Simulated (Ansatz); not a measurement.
Band structure of CaWO3 (Cm, 5 atoms in the cell).

```yaml
crystal:
  lattice:
    - [2.95653, -2.79349, 0.00000]
    - [2.95653, 2.79349, 0.00000]
    - [-0.10823, 0.00000, 4.09505]
  atoms:
    - { symbol: Ca, position: [0.55079, 0.55079, 0.50027] }
    - { symbol: W, position: [0.97308, 0.97308, 0.99236], spin: 1.0 }
    - { symbol: O, position: [0.94856, 0.94856, 0.48941] }
    - { symbol: O, position: [0.93871, 0.46935, 0.98168] }
    - { symbol: O, position: [0.46935, 0.93871, 0.98168] }
```
(The spins are starting values, not results.)

Computed with LDA (PW92), PAW files made with PBE (plane waves; Ansatz, a program for electronic structure).

Settings: basis.ecutwfc = 420 eV; kpoints.mp_grid.grid = 4 4 4; hamiltonian.xc = lda; hamiltonian.pseudopotentials = {kind: paw} (the program's default PAW files); magnetization.spin_polarized = true; scf.occupations.method = gaussian; scf.occupations.width = 0.05 eV; kpoints.band_path.npoints = 8.

The starting cell comes from a database of computed structures (which also holds hypothetical and non-ambient phases and stackings), without a prior relaxation at this level. Its lattice was rescaled by a random factor within 2.5 % of one. Spin-orbit coupling is off. The starting moments vanished: the run ended non-magnetic. The program warned that a starting moment was not kept.

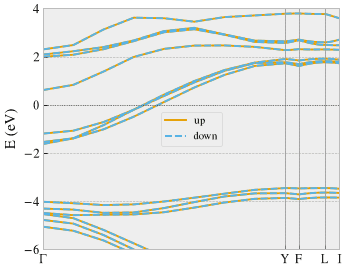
Fig. 1. Bands along the path, energies from the Fermi level.

Levels in eV from the Fermi level, bands 17 to 24 of the first spin channel:
| point | 17 | 18 | 19 | 20 | 21 | 22 | 23 | 24 |
|---|---|---|---|---|---|---|---|---|
| Γ | -4.53 | -4.49 | -4.31 | -4.02 | -1.63 | -1.54 | -1.20 | 0.61 |
| Y | -7.51 | -3.87 | -3.67 | -3.46 | 1.72 | 1.76 | 1.90 | 2.27 |
| F | -7.50 | -3.91 | -3.72 | -3.47 | 1.61 | 1.69 | 1.84 | 2.31 |
| L | -7.50 | -3.85 | -3.64 | -3.46 | 1.76 | 1.81 | 1.91 | 2.30 |
| I | -7.47 | -3.85 | -3.66 | -3.48 | 1.72 | 1.78 | 1.87 | 2.28 |

Bands cross the Fermi level along this path, so the cell is metallic at this level.

The net moment of the cell came out as 0.00 μB.

Keys are those of Ansatz 0.2.
